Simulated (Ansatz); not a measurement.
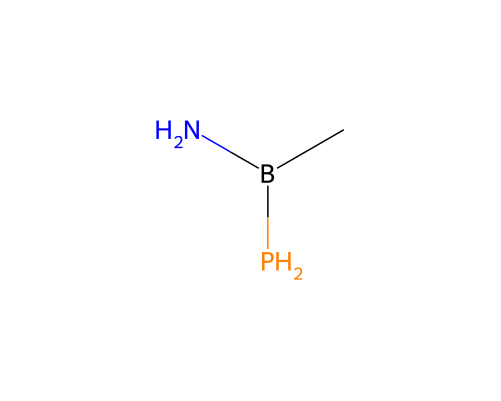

A structural formula.

> Write the SMILES.

CB(N)P

> Give the formula, hydrogens included.

CH7BNP.

> An optimisation with PBE0-D4/def2-TZVP gave a structure of which point group?

C1.

The parts below concern this one geometry. Atoms keep their numbers from picture to picture. The geometry was computed by an optimisation with PBE0-D4/def2-TZVP.

**Vibrations**

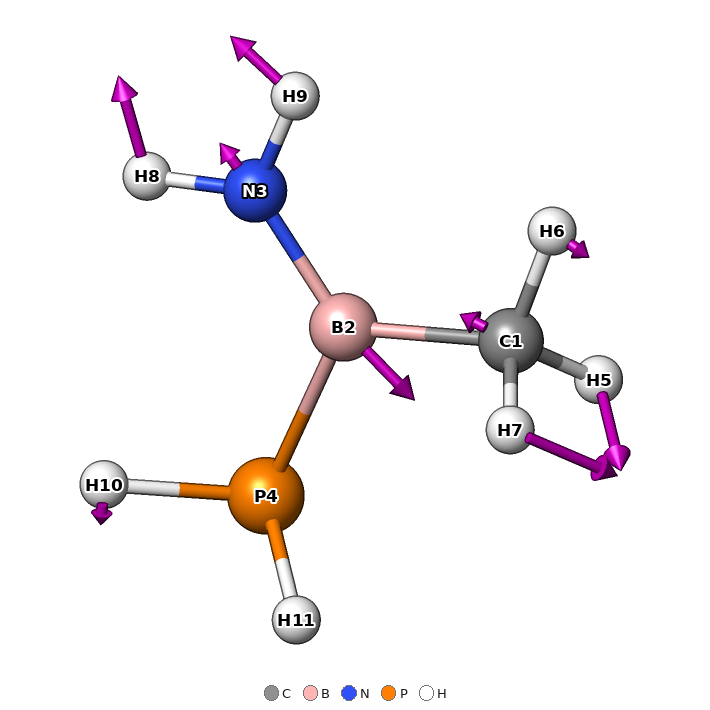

The arrows show one normal mode. Harmonic vibrations computed with RKS PBE0-D4/def2-TZVP (Ansatz 0.2.0) at a stationary point of the same level.

> At what wavenumber does it lie?

1376 cm⁻¹; it is mode 17 of 27 counted from the lowest.

**Dipole moment**

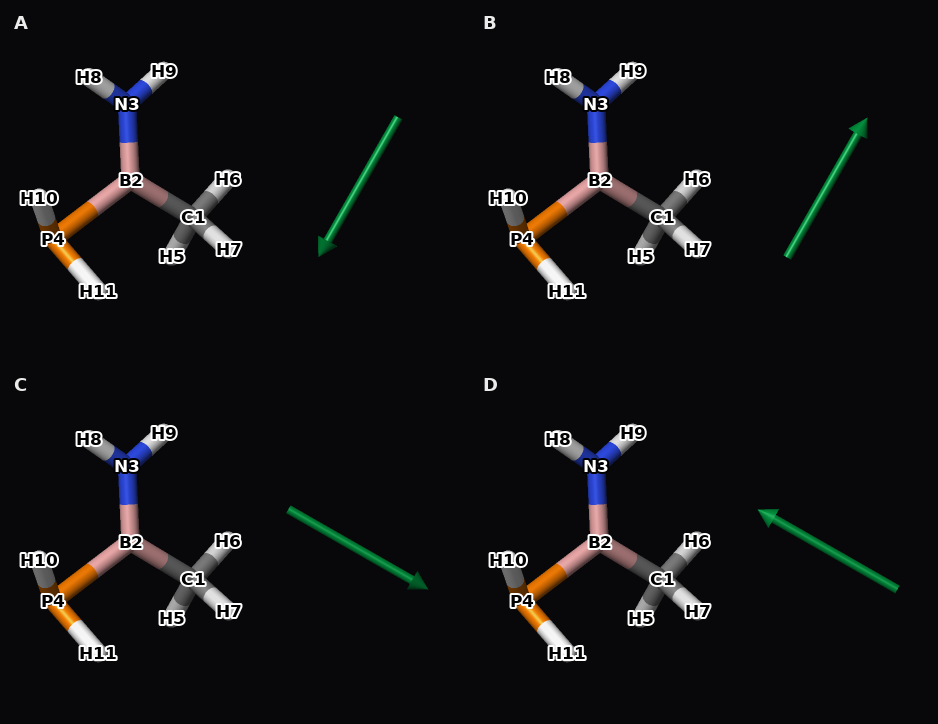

The same molecule four times, each with an arrow. Method: RKS r2SCAN-D4/def2-TZVPP (Ansatz 0.2.0).

> Which arrow points along the dipole moment, from the negative to the positive end?

B. The dipole moment is 2.32 D; it points from the side of H11 to the side of H9 (the outermost atoms at the two ends).

**Thermal motion**

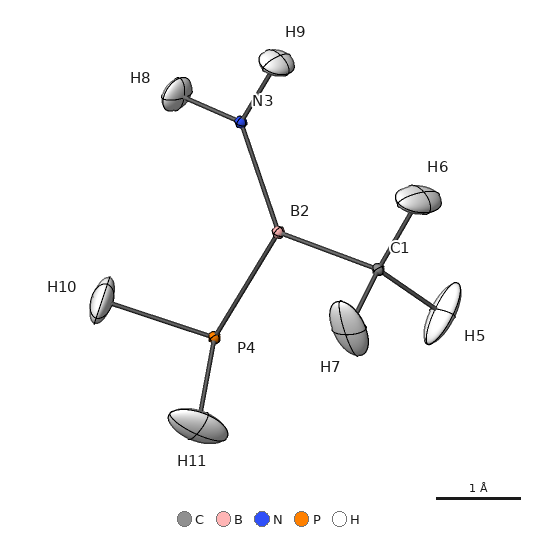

Displacement ellipsoids at the 50 % level, from the internal vibrations of the free molecule (harmonic, no overall translation or rotation; no half-axis is drawn under 0.075 Å). Vibrations computed with RKS PBE0-D4/def2-TZVP (Ansatz 0.2.0). Temperature: 0 K (zero-point motion alone).

List U_eq and the three principal root-mean-square amplitudes for each kind of atom.

| atom | U_eq (Å²) | rms amplitudes (Å) |
| --- | --- | --- |
| C1 | 0.0014 | 0.024, 0.037, 0.049 |
| B2 | 0.0020 | 0.039, 0.041, 0.052 |
| N3 | 0.0013 | 0.031, 0.034, 0.044 |
| P4 | 0.00047 | 0.011, 0.022, 0.028 |
| H5 | 0.0332 | 0.077, 0.146, 0.269 |
| H6 | 0.0291 | 0.084, 0.139, 0.247 |
| H7 | 0.0334 | 0.075, 0.145, 0.272 |
| H8 | 0.0174 | 0.073, 0.138, 0.167 |
| H9 | 0.0171 | 0.078, 0.132, 0.166 |
| H10 | 0.0309 | 0.084, 0.161, 0.244 |
| H11 | 0.0317 | 0.083, 0.162, 0.249 |

**Charges**

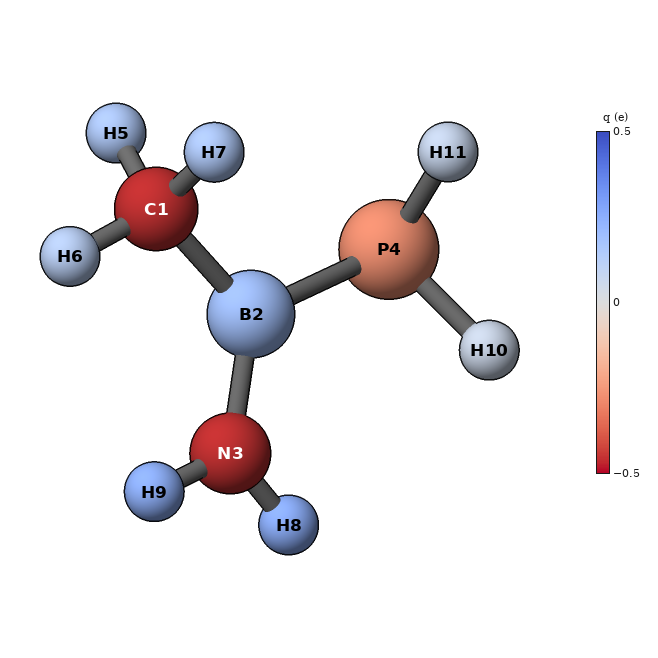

Atoms are coloured by their Mulliken charges. Method: RKS PBE0-D4/def2-TZVP (Ansatz 0.2.0).

List the Mulliken charges.

```json
{"atom": "C1", "value (e)": "−0.45"}
{"atom": "B2", "value (e)": "0.18"}
{"atom": "N3", "value (e)": "−0.45"}
{"atom": "P4", "value (e)": "−0.27"}
{"atom": "H5", "value (e)": "0.14"}
{"atom": "H6", "value (e)": "0.11"}
{"atom": "H7", "value (e)": "0.14"}
{"atom": "H8", "value (e)": "0.24"}
{"atom": "H9", "value (e)": "0.23"}
{"atom": "H10", "value (e)": "0.05"}
{"atom": "H11", "value (e)": "0.07"}
```

Mulliken values depend strongly on the basis set and can even reverse the polarity of a bond.
